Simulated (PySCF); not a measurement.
C2H6Te, SMILES `C[Te]C`.

PySCF calculation, HF/def2-SVPD, gas phase; geometry: GFN2-xTB. Core potentials replace the inner electrons of Te; spin–orbit coupling isn't included. No frequency check shows the geometry to be a minimum. GFN2-xTB bond lengths at metals and heavier atoms can be off by up to 0.1 Å and shapes distorted, which carries into these values.

Geometry (Å), atoms numbered from 1:

```
C1       1.5608   -1.0891    0.0001
Te2      0.0000    0.4052    0.0000
C3      -1.5609   -1.0890   -0.0001
H4       1.4835   -1.7088    0.8843
H5       2.5163   -0.5829   -0.0002
H6       1.4834   -1.7090   -0.8842
H7      -1.4838   -1.7087    0.8842
H8      -2.5163   -0.5827    0.0002
H9      -1.4836   -1.7088   -0.8843
```

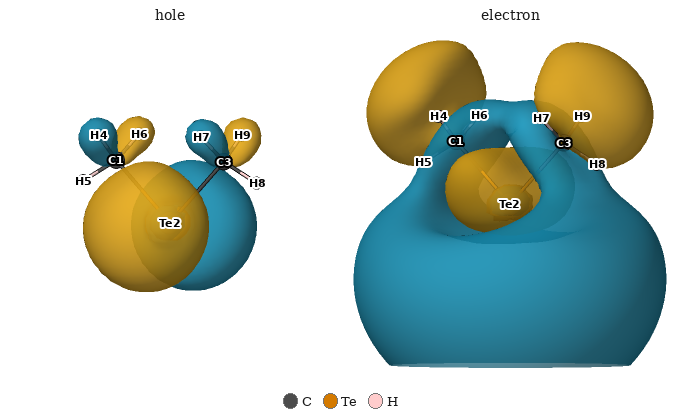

Leading natural transition orbital pair of S₂ (CIS singlet states); the surfaces enclose about 85 % of each orbital's density.

Question: Give its energy, strength and character.

Answer: 5.42 eV (229 nm), f = 0.013, n → diffuse (Rydberg-like) orbital; the leading pair carries 99 %; hole on Te2 (88 %), electron on Te2 (77 %) and C1 and C3 (6 % each) (atom shares of so diffuse an orbital are rough); their centroids lie 1.0 Å apart. In canonical orbitals it is mainly HOMO → LUMO+1 (63 %). The HOMO–LUMO gap is 9.38 eV.
